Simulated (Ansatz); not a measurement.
# C2H4N2Si: rigid torsion scan from a Python script

Wanted for C2H4N2Si: a rigid torsion scan. SMILES: N=C[SiH]1C=N1.

All numbers are computed with Ansatz 0.2.0 through its Python package. Level of theory: r2SCAN0/6-31G*.

### 1 The structure

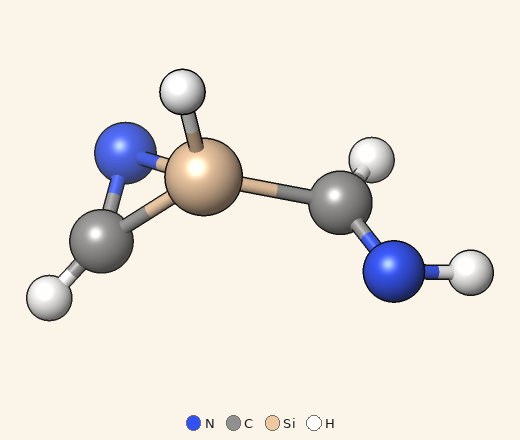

The structure that the script starts from, seen from a chosen angle (nitrogen blue, carbon grey, silicon light orange, hydrogen white).

No structure file is read: the coordinates are typed or built in the script.

### 2 The script

File torsion.py:

```python
"""Rigid torsion scan of C2H4N2Si."""

import ansatz as az
from ase import Atoms

atoms = Atoms(["N", "C", "Si", "C", "N", "H", "H", "H", "H"], positions=[
    (0.2839, 1.1978, 1.7758),
    (-0.4692, 0.7017, 0.8182),
    (0.0501, -0.8475, -0.0508),
    (0.9378, -0.7603, -1.5913),
    (-0.379, -0.78, -1.8262),
    (-0.2343, 2.1095, 2.1028),
    (-1.3881, 1.157, 0.4911),
    (-0.4664, -2.1083, 0.446),
    (1.7538, -0.7161, -2.1827),
])

# relax first, so that the scan starts from a minimum
first = (
    az.Crystal.molecule_from_ase(atoms).calculation()
    .basis(gaussian="6-31G*")
    .functional("r2scan0")
    .relax(force_tolerance=0.02, max_steps=80)
)
atoms.positions = first.run(threads=1, backend="cpu").report["positions_ang"]

start = atoms.get_dihedral(3, 2, 1, 0)
energies = {}
for turn in range(0, 360, 30):
    turned = atoms.copy()
    turned.set_dihedral(3, 2, 1, 0, start + turn, indices=[0, 1, 5, 6])
    model = az.Crystal.molecule_from_ase(turned).calculation().basis(gaussian="6-31G*").functional("r2scan0")
    energies[round((start + turn) % 360)] = model.run(threads=1, backend="cpu").report["free_energy_ev"]
floor = min(energies.values())
print("dihedral C3-Si2-C1-N0 (deg)   E - E(min) (kcal/mol)")
for angle, e in sorted(energies.items()):
    print(f"{angle:8d} {23.060548 * (e - floor):14.3f}  " + "#" * int(30 * (e - floor) / max(max(energies.values()) - floor, 1e-9)))
```

### 3 What the engine is handed

The package turns the script's settings into the engine's input (first run):

```yaml
crystal:
  periodic: [false, false, false]
  atoms:
    - { symbol: "N", position_ang: [0.2839, 1.1978, 1.7758] }
    - { symbol: C, position_ang: [-0.4692, 0.7017, 0.8182] }
    - { symbol: Si, position_ang: [0.0501, -0.8475, -0.0508] }
    - { symbol: C, position_ang: [0.9378, -0.7603, -1.5913] }
    - { symbol: "N", position_ang: [-0.379, -0.78, -1.8262] }
    - { symbol: H, position_ang: [-0.2343, 2.1095, 2.1028] }
    - { symbol: H, position_ang: [-1.3881, 1.157, 0.4911] }
    - { symbol: H, position_ang: [-0.4664, -2.1083, 0.446] }
    - { symbol: H, position_ang: [1.7538, -0.7161, -2.1827] }
basis:
  gaussian:
    orbitals: "6-31G*"
hamiltonian:
  xc: r2scan0
relax:
  f_tol: 0.02
  max_steps: 80
```

### 4 Running it

On the command line:

```console
$ python torsion.py
```

**Question.** What results will this script give? Wanted: range of energy; lowest point, turn.

The runs gave:

| quantity | value |
| --- | --- |
| runs compared | 12 |
| range of energy | 0.212 eV |
| lowest point, turn (°) | 0 |

**Reading.** The lowest point lies at a turn of 0°, the highest 0.212 eV (20.5 kJ/mol) above it at 270°. The grid can miss the true lowest and highest points, and the rest of the molecule is held rigid. Run 0: The relaxation took 12 moves; the largest shift is 1.115 Å, of atom 7 (H). So large a move can change the bonding: the results belong to the relaxed structure. The scan is rigid and the energies are electronic, in a modest basis. With rigid groups the curve can differ much from the relaxed path, the start wasn't checked as a minimum of this torsion, and equivalent turns needn't return to the same energy.
